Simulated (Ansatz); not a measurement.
A series of calculations on SiH₂O₃ and related structures

Part 1: Relaxation

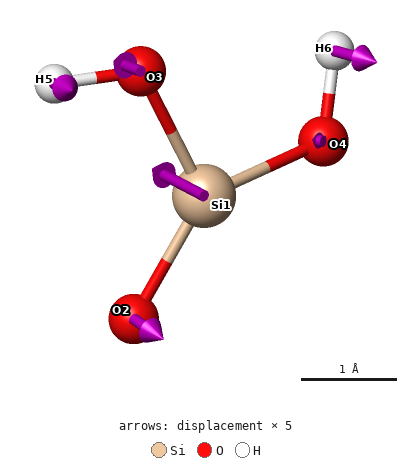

A relaxation of SiH2O3. The starting structure is drawn; purple arrows show the displacements, 5 times their true length. The two geometries are superimposed by the best rigid fit.

Style: ball-and-stick. Shown at a tilt.

It is one of the separated products of a reaction.

All numbers below come from RKS PBE0-D4/def2-TZVP (Ansatz). Settings: force threshold 0.005 eV/Å; at most 200 steps.

Q: Atoms of which element are displaced furthest, and by how much?

A: Silicon: up to 0.20 Å, against 0.13 Å for hydrogen.

Q: What happened in the run?

A: Over 7 accepted moves (8 points after the start) the energy falls by 21.4 kJ/mol. Largest force component: 1.5 eV/Å at the start, 0.0018 eV/Å at the end. The line search rejected the trial step at point 4 of the run. The atom that moves furthest after the best rigid fit is Si1 (0.20 Å). By element the largest moves are Si 0.20 Å, H 0.13 Å, O 0.11 Å. Among the contacts that change: Si1–O4 1.630 → 1.610 Å, Si1–O3 1.638 → 1.621 Å, Si1–O2 1.520 → 1.509 Å. Among the angles between lasting bonds that change: O2–Si1–O3 124.6° → 127.1°.

Part 2: Relaxation

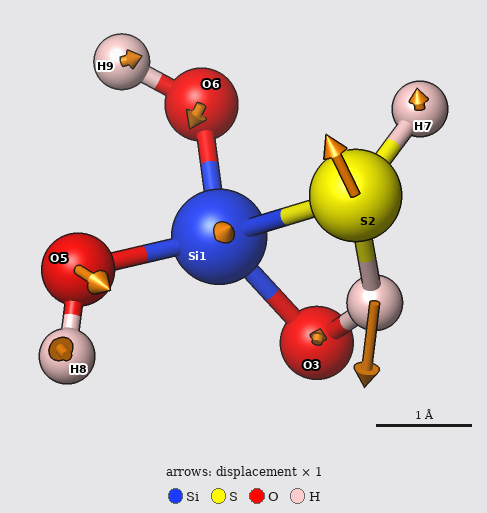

A relaxation of SiH₄SO₃ (started from a transition state, displaced along its imaginary mode). The starting structure is drawn; orange arrows show the displacements, at their true length. The two geometries are superimposed by the best rigid fit.

Style: ball-and-stick. Shown at a tilt.

Theory: RKS PBE0-D4/def2-TZVP (Ansatz 0.2.0). Settings: force threshold 0.005 eV/Å; at most 200 steps.

> Which element moves most?

Hydrogen: up to 1.04 Å, against 0.75 Å for sulfur.

> Describe the change and its energy.

The largest move after the best rigid fit is that of an H atom, 1.04 Å. By element the largest moves are H 1.04 Å, S 0.75 Å, O 0.60 Å, Si 0.33 Å. Some distances before and after: H–S 1.639 → 3.288 Å, H–Si 1.861 → 2.224 Å, H–O 1.220 → 0.958 Å, S–Si 2.280 → 2.125 Å. Bonds break: H–S (1.64 → 3.29 Å). Among the angles between lasting bonds that change: Si–O–H 82.4° → 116.0°, S–Si–O 85.8° → 113.6°, O–Si–O 122.6° → 101.9°. Groups turn about O–Si by about 55°, O–Si by about 45°, S–Si by about 30°. Over 20 accepted moves (24 points after the start) the energy falls by 38.1 kcal/mol. The largest force component goes from 2 to 0.00072 eV/Å. The line search rejected the trial steps at points 5, 9, 13, 22 of the run. The forces were under the threshold at step 20, but the run went on from there.

Part 3: Reaction

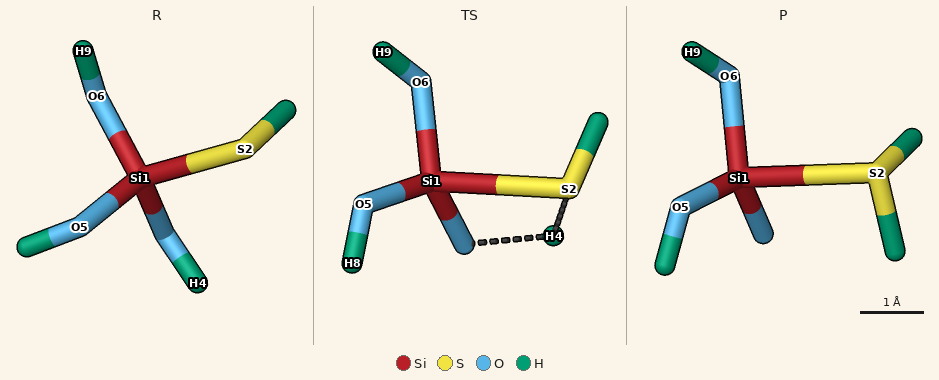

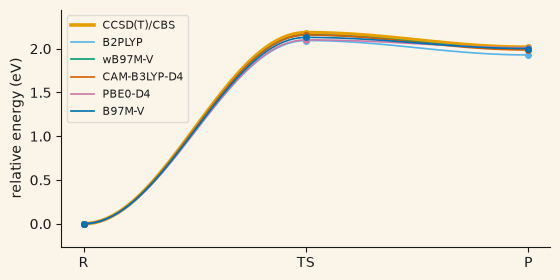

A reaction step of SiH₄SO₃, with its energy diagram. A stick model, seen face on. Dashed sticks mark bonds that form or break.

Stationary points at PBE0-D4/def2-TZVP, single-point energies with CCSD(T)/CBS, B2PLYP, wB97M-V, CAM-B3LYP-D4, PBE0-D4, B97M-V (def2-TZVPP where no basis is named; Ansatz 0.2.0). The energies are electronic, without zero-point or thermal terms, and both ends are the minima reached downhill from the saddle, with any fragments still in contact. CCSD(T)/CBS stands for a frozen-core estimate: MP2 correlation extrapolated from def2-TZVPP and def2-QZVPP, CCSD(T) minus MP2 from the smaller set.

What happens, and what does it cost?

Answer. From R over the saddle to P, a bond forms: H–S (3.29 → 1.42 → 1.34 Å). A bond breaks: H–O (0.96 → 1.71 → 2.87 Å). Bonds that stay but change much: S–Si (2.13 → 2.45 → 2.49 Å). The saddle has one imaginary mode, 495i cm⁻¹. With CCSD(T)/CBS the barrier is 2.18 eV from R and 0.17 eV from P, and P lies 2.02 eV above R.

```csv
level,barrier from R (eV),barrier from P (eV),P less R (eV)
CCSD(T)/CBS,2.18,0.17,2.02
B2PLYP,2.09,0.16,1.93
wB97M-V,2.16,0.16,2.00
CAM-B3LYP-D4,2.16,0.17,1.99
PBE0-D4,2.10,0.09,2.01
B97M-V,2.13,0.13,2.00
```

Against CCSD(T)/CBS, wB97M-V comes closest on the barrier from R (−0.03 eV) and B2PLYP misses most (−0.09 eV).
